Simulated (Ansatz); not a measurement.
**AsH2 (doublet): one geometry, many settings at distance As1–H3 = 1.233 Å**

What do other methods and options give for AsH2 (doublet) at this geometry, and how long do they take?

Method: the settings change from run to run; program: Ansatz 0.2.0, Gaussian basis.

17 further runs of the same task are left out: 13 that didn't finish, 4 set aside as unsound or not needed. Runs told in other sessions of the task aren't counted.

### Step 1. What is computed

The geometry derives from a PBE0/def2-TZVP stationary point (not a proven minimum). One bond is set to the value named and the two fragments are kept rigid. No spin-orbit coupling is included. The filled d shell of As may be among the frozen orbitals whatever the setting's name suggests.

3 atoms, charge 0, spin multiplicity 2.

Atoms are counted from 1 here; the program's logs count them from 0.

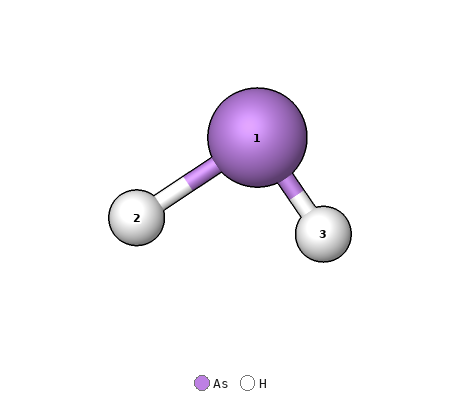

The geometry (arsenic purple, hydrogen white); atoms are numbered from 1 in the order of the file.

### Step 2. CCSD(T)/cc-pVTZ

The input, in.yaml:

```yaml
crystal:
  periodic: [false, false, false]
  atoms:
    - {symbol: As, position_ang: [0.000000, -0.025403, 0.002734]}
    - {symbol: H, position_ang: [0.000000, 1.047202, -1.083161]}
    - {symbol: H, position_ang: [0.000000, 0.841067, 0.879956]}
basis:
  gaussian: {orbitals: cc-pVTZ}
magnetization: {spin_polarized: true, initial_magnetization: 1}
hamiltonian: {xc: {name: PBE}}
correlation: {method: ccsd_t, electrons: outside_noble_gas}
output: {forces: true}
```

Command:

```console
$ ansatz run in.yaml --threads 1 --pin off --events-out ev --progress --plain --max-ram 2393MiB
```

The log of the run, cut to the lines that bear on the results:

```text
Functional definition: PBE
  name "PBE"
  cite "Perdew, Burke & Ernzerhof, Phys. Rev. Lett. 77, 3865 (1996) doi:10.1103/PhysRevLett.77.3865"
  parent pbe
[...]
433 factors; integrals over basis functions are off by at most 1.0e-3 eV
[...]
mean field -60863.38419980 eV, -2236.6881146591 hartree, gradient 3.0e-6 eV, S^2 0.753191; 0 other end points of the search recorded, 0 dependent functions left out
14 core orbitals not correlated: weight in the atoms' cores, before any rotation towards them, 0.999 or more for the frozen orbitals, at most 0.000 for the correlated occupied ones
reference -60826.18071303 eV, -2235.3209117378 hartree; 4, 3 occupied and 53, 54 virtual orbitals, 433 factors
second order -3.55197429 eV of doubles, -0.17791511 eV of singles
cycle   1  -4.12735527 eV  change   -4.0e-1 eV  update   4.4e-2
[...]
cycle  10  -4.26814528 eV  change   -1.6e-6 eV  update   2.3e-6
perturbative correction -0.12812531 eV, -0.0047085184 hartree
[...]
Total energy: -60830.57698363 eV, -2235.4824717023 hartree
Atom 0 at     0.000000    -0.025403     0.002734 Å, force    -0.000000    -7.474592    -7.704465 eV/Å
Atom 1 at     0.000000     1.047202    -1.083161 Å, force     0.000000    -0.047893    -0.120272 eV/Å
Atom 2 at     0.000000     0.841067     0.879956 Å, force     0.000000     7.522485     7.824737 eV/Å
Dipole moment:     0.000000     0.129132     0.066363 e Å
```

Wall time 6.5 s (1 thread of Arm Neoverse V2, shared host).

From the report: ⟨S²⟩ of the determinant 0.753 (pure doublet: 0.75); correlation -4.3963 eV; T1 0.017; largest double amplitude 0.05. The orbitals are Kohn-Sham ones, so correlation energy and T1 don't compare with those on Hartree-Fock orbitals.

### Step 3. CASSCF(1,5)/aug-cc-pVDZ

The input, in.yaml:

```yaml
crystal:
  periodic: [false, false, false]
  atoms:
    - {symbol: As, position_ang: [0.000000, -0.025403, 0.002734]}
    - {symbol: H, position_ang: [0.000000, 1.047202, -1.083161]}
    - {symbol: H, position_ang: [0.000000, 0.841067, 0.879956]}
basis:
  gaussian: {orbitals: aug-cc-pVDZ}
magnetization: {spin_polarized: false, initial_magnetization: 1}
correlation: {active_space: {window: {electrons: 1, orbitals: 5}}}
output: {forces: true}
```

Launched as before.

The log of the run, cut to the lines that bear on the results:

```text
Functional definition: HF
  name "HF"
  cite "Fock, Z. Phys. 61, 126 (1930) doi:10.1007/BF01340294"
  parent pbe
[...]
592 factors; integrals over basis functions are off by at most 9.9e-4 eV
[...]
mean field -60824.59729766 eV, -2235.2627222962 hartree, gradient 8.3e-7 eV, S^2 0.750000; 0 other end points of the search recorded, 0 dependent functions left out
reference -60824.59729766 eV, -2235.2627222962 hartree; 18, 17 occupied and 36, 37 virtual orbitals, 592 factors
state -60824.59729766 eV, -2235.2627222962 hartree
[...]
Total energy: -60824.59729766 eV, -2235.2627222962 hartree
Atom 0 at     0.000000    -0.025403     0.002734 Å, force    -0.000000    -7.215313    -7.909942 eV/Å
Atom 1 at     0.000000     1.047202    -1.083161 Å, force    -0.000000    -0.261582    -0.052298 eV/Å
Atom 2 at     0.000000     0.841067     0.879956 Å, force     0.000000     7.476895     7.962240 eV/Å
Dipole moment:    -0.000000     0.142281     0.073759 e Å
```

It took 1.4 s on 1 thread of Arm Neoverse V2, shared host.

From the report: 5 determinants; active occupations 1.00, 0.00, 0.00, 0.00, 0.00. With so small a space the active step adds no correlation: the energy is the mean field's.

### Step 4. CCSDT(Q)/B on ROHF/cc-pVDZ

Edit in.yaml of step 3 so:

```diff
@@ -7,5 +7,6 @@
 basis:
-  gaussian: {orbitals: aug-cc-pVDZ}
+  gaussian: {orbitals: cc-pVDZ}
 magnetization: {spin_polarized: false, initial_magnetization: 1}
-correlation: {active_space: {window: {electrons: 1, orbitals: 5}}}
+correlation: {method: ccsdt_q_b, electrons: outside_noble_gas, diis_vectors: 1}
+scf: {omitted_lower_state_checks: [cluster_reference]}
 output: {forces: true}
```

The command is unchanged.

The log of the run, cut to the lines that bear on the results:

```text
Functional definition: HF
  name "HF"
  cite "Fock, Z. Phys. 61, 126 (1930) doi:10.1007/BF01340294"
  parent pbe
[...]
715 factors; integrals over basis functions are off by at most 2.4e-7 eV
[...]
mean field -60824.54328680 eV, -2235.2607374338 hartree, gradient 1.8e-6 eV, S^2 0.750000; 0 other end points of the search recorded, 0 dependent functions left out
14 core orbitals not correlated: weight in the atoms' cores, before any rotation towards them, 0.999 or more for the frozen orbitals, at most 0.000 for the correlated occupied ones
reference -60824.54328680 eV, -2235.2607374338 hartree; 4, 3 occupied and 19, 20 virtual orbitals, 715 factors
second order -2.70080450 eV of doubles, -0.06226359 eV of singles
cycle   1  -3.23128663 eV  change   -4.7e-1 eV  update   5.1e-2
[...]
cycle  16  -3.45987508 eV  change   -2.6e-7 eV  update   6.2e-7
perturbative correction -0.00232246 eV, -0.0000853487 hartree
[...]
Total energy: -60828.00548433 eV, -2235.3879708463 hartree
Atom 0 at     0.000000    -0.025403     0.002734 Å, force     0.000000    -7.711543    -7.805924 eV/Å
Atom 1 at     0.000000     1.047202    -1.083161 Å, force    -0.000000     0.019982    -0.184786 eV/Å
Atom 2 at     0.000000     0.841067     0.879956 Å, force    -0.000000     7.691560     7.990711 eV/Å
Dipole moment:    -0.000000     0.136212     0.072731 e Å
Checks for a lower state left out: cluster_reference
```

It took 13 s on 1 thread of Arm Neoverse V2, shared host; peak memory 0.25 GiB.

From the report: correlation -3.4622 eV; T1 0.016; largest double amplitude 0.06.

### Step 5. HF (UHF)/cc-pVDZ

The input, in.yaml:

```yaml
crystal:
  periodic: [false, false, false]
  atoms:
    - {symbol: As, position_ang: [0.000000, -0.025403, 0.002734]}
    - {symbol: H, position_ang: [0.000000, 1.047202, -1.083161]}
    - {symbol: H, position_ang: [0.000000, 0.841067, 0.879956]}
basis:
  gaussian: {orbitals: cc-pVDZ, point_charges: [{charge: -1.00, position_ang: [4.967, 0.465, -0.776]}]}
magnetization: {spin_polarized: true, initial_magnetization: 1}
hamiltonian: {xc: hf}
output: {orbitals: {seedname: orbitals}}
```

Same command.

The log of the run:

```text
Functional definition: HF
  name "HF"
  cite "Fock, Z. Phys. 61, 126 (1930) doi:10.1007/BF01340294"
  parent pbe
  exchange = exact_x
  correlation = 0
415 factors; integrals over basis functions are off by at most 1.3e-3 eV
mean field evaluation 1: about -60824.2646 eV, gradient 6.2e0 eV
mean field evaluation 2: about -60824.2663 eV, gradient 6.2e0 eV
mean field evaluation 4: about -60824.6801 eV, gradient 4.3e-1 eV
mean field evaluation 8: about -60824.6834 eV, gradient 2.0e-5 eV
mean field -60824.68341417 eV, -2235.2658870196 hartree, gradient 2.0e-5 eV, S^2 0.761707; 0 other end points of the search recorded, 0 dependent functions left out
reference -60824.68341417 eV, -2235.2658870196 hartree; 18, 17 occupied and 19, 20 virtual orbitals, 415 factors
Total energy: -60824.68341417 eV, -2235.2658870196 hartree
```

It took 0.33 s on 1 thread of Arm Neoverse V2, shared host.

From the report: ⟨S²⟩ of the determinant 0.762 (pure doublet: 0.75).

### Step 6. CISD/6-31G*

The input, in.yaml:

```yaml
crystal:
  periodic: [false, false, false]
  atoms:
    - {symbol: As, position_ang: [0.000000, -0.025403, 0.002734]}
    - {symbol: H, position_ang: [0.000000, 1.047202, -1.083161]}
    - {symbol: H, position_ang: [0.000000, 0.841067, 0.879956]}
basis:
  gaussian: {orbitals: "6-31G*"}
magnetization: {spin_polarized: false, initial_magnetization: 1}
correlation: {active_space: {ras: {orbitals: [3, 1, 21], electrons: 7, max_holes: 2, max_particles: 2}, fixed_orbitals: true}}
output: {forces: true}
```

The command is unchanged.

The log of the run, cut to the lines that bear on the results:

```text
Functional definition: HF
  name "HF"
  cite "Fock, Z. Phys. 61, 126 (1930) doi:10.1007/BF01340294"
  parent pbe
[...]
395 factors; integrals over basis functions are off by at most 5.4e-4 eV
[...]
mean field -60817.26370826 eV, -2234.9932178566 hartree, gradient 2.6e-6 eV, S^2 0.750000; 0 other end points of the search recorded, 0 dependent functions left out
reference -60817.26370826 eV, -2234.9932178566 hartree; 18, 17 occupied and 21, 22 virtual orbitals, 395 factors
state -60820.05548379 eV, -2235.0958137150 hartree
[...]
Total energy: -60820.05548379 eV, -2235.0958137150 hartree
Atom 0 at     0.000000    -0.025403     0.002734 Å, force     0.000000    -7.920816    -7.896005 eV/Å
Atom 1 at     0.000000     1.047202    -1.083161 Å, force     0.000000     0.080691    -0.251017 eV/Å
Atom 2 at     0.000000     0.841067     0.879956 Å, force    -0.000000     7.840125     8.147022 eV/Å
Dipole moment:     0.000000     0.198255     0.075307 e Å
```

It took 0.9 s on 1 thread of Arm Neoverse V2, shared host.

From the report: 6,252 determinants.

### Step 7. MRCISD+Q(3,6)/cc-pVDZ

The input, in.yaml:

```yaml
crystal:
  periodic: [false, false, false]
  atoms:
    - {symbol: As, position_ang: [0.000000, -0.025403, 0.002734]}
    - {symbol: H, position_ang: [0.000000, 1.047202, -1.083161]}
    - {symbol: H, position_ang: [0.000000, 0.841067, 0.879956]}
basis:
  gaussian: {orbitals: cc-pVDZ}
magnetization: {spin_polarized: false, initial_magnetization: 1}
correlation: {method: fic_mrcisd_q, electrons: outside_noble_gas, active_space: {window: {electrons: 3, orbitals: 6}}}
```

Launched as before.

The log of the run, cut to the lines that bear on the results:

```text
Functional definition: HF
  name "HF"
  cite "Fock, Z. Phys. 61, 126 (1930) doi:10.1007/BF01340294"
  parent pbe
[...]
415 factors; integrals over basis functions are off by at most 1.1e-3 eV
[...]
mean field -60824.54320999 eV, -2235.2607346108 hartree, gradient 7.1e-6 eV, S^2 0.750000; 0 other end points of the search recorded, 0 dependent functions left out
reference -60824.54320999 eV, -2235.2607346108 hartree; 18, 17 occupied and 19, 20 virtual orbitals, 415 factors
state -60825.32431771 eV, -2235.2894397904 hartree
contracted CI cycle   1: correlation 0.00000000 eV, 0.0000000000 hartree, residual 1.23e1 eV
contracted CI cycle   2: correlation -2.44080600 eV, -0.0896979659 hartree, residual 2.24e0 eV
contracted CI cycle   3: correlation -2.54314656 eV, -0.0934589123 hartree, residual 7.51e-1 eV
contracted CI cycle   4: correlation -2.55545318 eV, -0.0939111722 hartree, residual 2.36e-1 eV
contracted CI cycle   5: correlation -2.55665972 eV, -0.0939555116 hartree, residual 7.01e-2 eV
contracted CI cycle   6: correlation -2.55676133 eV, -0.0939592459 hartree, residual 2.03e-2 eV
contracted CI cycle   7: correlation -2.55676978 eV, -0.0939595563 hartree, residual 5.69e-3 eV
contracted CI cycle   8: correlation -2.55677044 eV, -0.0939595804 hartree, residual 1.71e-3 eV
contracted CI cycle   9: correlation -2.55677049 eV, -0.0939595826 hartree, residual 4.95e-4 eV
state -60825.32431771 eV, -2235.2894397904 hartree; corrected -60828.01450702 eV, -2235.3883024239 hartree
Total energy: -60828.01450702 eV, -2235.3883024239 hartree
```

It took 1.6 s on 1 thread of Arm Neoverse V2, shared host.

From the report: 46 determinants; active occupations 1.96, 1.00, 0.01, 0.01, 0.01, 0.01.

### Step 8. CCSD(T) on ROHF/6-31G*

The input, in.yaml:

```yaml
crystal:
  periodic: [false, false, false]
  atoms:
    - {symbol: As, position_ang: [0.000000, -0.025403, 0.002734]}
    - {symbol: H, position_ang: [0.000000, 1.047202, -1.083161]}
    - {symbol: H, position_ang: [0.000000, 0.841067, 0.879956]}
basis:
  gaussian: {orbitals: "6-31G*"}
magnetization: {spin_polarized: false, initial_magnetization: 1}
correlation: {method: ccsd_t, electrons: outside_noble_gas}
scf: {lower_state_search: full}
output: {forces: true}
```

Launched as before.

The log of the run, cut to the lines that bear on the results:

```text
Functional definition: HF
  name "HF"
  cite "Fock, Z. Phys. 61, 126 (1930) doi:10.1007/BF01340294"
  parent pbe
[...]
395 factors; integrals over basis functions are off by at most 5.4e-4 eV
[...]
mean field -60817.26370826 eV, -2234.9932178566 hartree, gradient 2.6e-6 eV, S^2 0.750000; 4 other end points of the search recorded, 0 dependent functions left out
determinant -60817.26370826 eV, -2234.9932178566 hartree, with singles and doubles -60820.14326530 eV, -2235.0990396258 hartree
determinant -60814.24043824 eV, -2234.8821147327 hartree, with singles and doubles -60817.26571961 eV, -2234.9932917725 hartree
14 core orbitals not correlated: weight in the atoms' cores, before any rotation towards them, 0.999 or more for the frozen orbitals, at most 0.000 for the correlated occupied ones
reference -60817.26370826 eV, -2234.9932178566 hartree; 4, 3 occupied and 21, 22 virtual orbitals, 395 factors
second order -2.25709328 eV of doubles, -0.06268625 eV of singles
cycle   1  -2.87918582 eV  change   -6.9e-2 eV  update   1.2e-2
[...]
cycle   9  -2.88652391 eV  change    1.8e-8 eV  update   1.2e-6
perturbative correction -0.05357671 eV, -0.0019689079 hartree
[...]
Total energy: -60820.20380888 eV, -2235.1012645615 hartree
Atom 0 at     0.000000    -0.025403     0.002734 Å, force     0.000000    -8.029894    -7.865915 eV/Å
Atom 1 at     0.000000     1.047202    -1.083161 Å, force    -0.000000     0.148641    -0.307466 eV/Å
Atom 2 at     0.000000     0.841067     0.879956 Å, force    -0.000000     7.881253     8.173381 eV/Å
Dipole moment:     0.000000     0.200392     0.074206 e Å
```

It took 1.4 s on 1 thread of Arm Neoverse V2, shared host.

From the report: correlation -2.9401 eV; T1 0.017; largest double amplitude 0.06.

### Step 9. MRCISD+Q(relaxed)(3,7)/cc-pVDZ

The input, in.yaml:

```yaml
crystal:
  periodic: [false, false, false]
  atoms:
    - {symbol: As, position_ang: [0.000000, -0.025403, 0.002734]}
    - {symbol: H, position_ang: [0.000000, 1.047202, -1.083161]}
    - {symbol: H, position_ang: [0.000000, 0.841067, 0.879956]}
basis:
  gaussian: {orbitals: cc-pVDZ}
magnetization: {spin_polarized: false, initial_magnetization: 1}
correlation: {method: fic_mrcisd_q_relaxed, electrons: outside_noble_gas, active_space: {window: {electrons: 3, orbitals: 7}}}
```

Launched as before.

The log of the run, cut to the lines that bear on the results:

```text
Functional definition: HF
  name "HF"
  cite "Fock, Z. Phys. 61, 126 (1930) doi:10.1007/BF01340294"
  parent pbe
[...]
415 factors; integrals over basis functions are off by at most 1.1e-3 eV
[...]
mean field -60824.54320999 eV, -2235.2607346108 hartree, gradient 7.1e-6 eV, S^2 0.750000; 0 other end points of the search recorded, 0 dependent functions left out
reference -60824.54320999 eV, -2235.2607346108 hartree; 18, 17 occupied and 19, 20 virtual orbitals, 415 factors
state -60825.42764555 eV, -2235.2932370183 hartree
contracted CI cycle   1: correlation -0.00000000 eV, -0.0000000000 hartree, residual 1.22e1 eV
contracted CI cycle   2: correlation -2.35340291 eV, -0.0864859617 hartree, residual 2.26e0 eV
contracted CI cycle   3: correlation -2.45525273 eV, -0.0902288736 hartree, residual 8.27e-1 eV
contracted CI cycle   4: correlation -2.47001272 eV, -0.0907712931 hartree, residual 3.54e-1 eV
contracted CI cycle   5: correlation -2.47281689 eV, -0.0908743445 hartree, residual 1.31e-1 eV
contracted CI cycle   6: correlation -2.47318300 eV, -0.0908877990 hartree, residual 4.08e-2 eV
contracted CI cycle   7: correlation -2.47321910 eV, -0.0908891253 hartree, residual 1.38e-2 eV
contracted CI cycle   8: correlation -2.47322336 eV, -0.0908892821 hartree, residual 4.92e-3 eV
contracted CI cycle   9: correlation -2.47322393 eV, -0.0908893031 hartree, residual 1.84e-3 eV
contracted CI cycle  10: correlation -2.47322401 eV, -0.0908893058 hartree, residual 6.15e-4 eV
state -60825.42764555 eV, -2235.2932370183 hartree; corrected -60828.02630449 eV, -2235.3887359730 hartree
Total energy: -60828.02630449 eV, -2235.3887359730 hartree
```

Wall time 2.6 s (1 thread of Arm Neoverse V2, shared host).

From the report: 75 determinants; active occupations 1.96, 1.00, 0.02, 0.01, 0.01, 0.00, 0.00.

### Step 10. MP2 on UHF/def2-SVP

The input, in.yaml:

```yaml
crystal:
  periodic: [false, false, false]
  atoms:
    - {symbol: As, position_ang: [0.000000, -0.025403, 0.002734]}
    - {symbol: H, position_ang: [0.000000, 1.047202, -1.083161]}
    - {symbol: H, position_ang: [0.000000, 0.841067, 0.879956]}
basis:
  gaussian: {orbitals: def2-SVP}
magnetization: {spin_polarized: true, initial_magnetization: 1}
correlation: {method: mp2, electrons: valence}
output: {forces: true}
```

Launched as before.

The log of the run, cut to the lines that bear on the results:

```text
Functional definition: HF
  name "HF"
  cite "Fock, Z. Phys. 61, 126 (1930) doi:10.1007/BF01340294"
  parent pbe
[...]
421 factors; integrals over basis functions are off by at most 1.1e-3 eV
[...]
mean field -60817.91544586 eV, -2235.0171687715 hartree, gradient 3.8e-6 eV, S^2 0.762296; 0 other end points of the search recorded, 0 dependent functions left out
9 core orbitals not correlated: weight in the atoms' cores, before any rotation towards them, 1.000 or more for the frozen orbitals, at most 0.000 for the correlated occupied ones
reference -60817.91544586 eV, -2235.0171687715 hartree; 9, 8 occupied and 24, 25 virtual orbitals, 421 factors
second order -6.10714201 eV of doubles, -0.00000000 eV of singles
[...]
Total energy: -60824.02258787 eV, -2235.2416021009 hartree
Atom 0 at     0.000000    -0.025403     0.002734 Å, force    -0.000000    -7.090951    -7.814570 eV/Å
Atom 1 at     0.000000     1.047202    -1.083161 Å, force    -0.000000    -0.291453     0.103838 eV/Å
Atom 2 at     0.000000     0.841067     0.879956 Å, force     0.000000     7.382404     7.710731 eV/Å
Dipole moment:    -0.000000     0.164484     0.069714 e Å
```

Run time: 0.6 s. Hardware: 1 thread of Arm Neoverse V2, shared host.

From the report: ⟨S²⟩ of the determinant 0.762 (pure doublet: 0.75).

### Step 11. All runs side by side

Where basis and cores are those of an earlier FCI/cc-pVDZ run (-60828.0057 eV), and the records show the same count of frozen orbitals and kind of state, the miss against it is given; a blank cell means that this couldn't be shown.

```csv
level,correlated,functions,energy (eV),from FCI (meV),time
CCSD(T)/cc-pVTZ (on PBE orbitals),outside noble gas,71,-60830.5770,,6.5 s
"CASSCF(1,5)/aug-cc-pVDZ",,54,-60824.5973,,1.4 s
CCSDT(Q)/B on ROHF/cc-pVDZ,outside noble gas,37,-60828.0055,0.2,13 s
HF (UHF)/cc-pVDZ (beside a point charge),,37,-60824.6834,,0.33 s
CISD/6-31G*,outside noble gas,39,-60820.0555,,0.9 s
"MRCISD+Q(3,6)/cc-pVDZ",outside noble gas,37,-60828.0145,-8.9,1.6 s
CCSD(T) on ROHF/6-31G*,outside noble gas,39,-60820.2038,,1.4 s
"MRCISD+Q(relaxed)(3,7)/cc-pVDZ",outside noble gas,37,-60828.0263,-20.7,2.6 s
MP2 on UHF/def2-SVP,valence,42,-60824.0226,,0.6 s
```

### Step 12. What came out

| quantity | value |
| --- | --- |
| runs | 9 |
| quickest | HF (UHF)/cc-pVDZ (beside a point charge), 0.33 s |
| slowest | CCSDT(Q)/B on ROHF/cc-pVDZ, 13 s |

What this shows: Total energies in different bases, with other cores or another treatment of relativity can't be set against each other. «valence» and «outside noble gas» are the program's key words; the logs give how many orbitals each freezes, and for Ga to Kr the 3d shell needn't follow the word's plain sense. CCSDT(Q)/B on ROHF/cc-pVDZ took 39 times as long as HF (UHF)/cc-pVDZ (beside a point charge); the jobs differ in more than the method. Among the correlated runs with a miss given, it spans -21 to +0 meV.
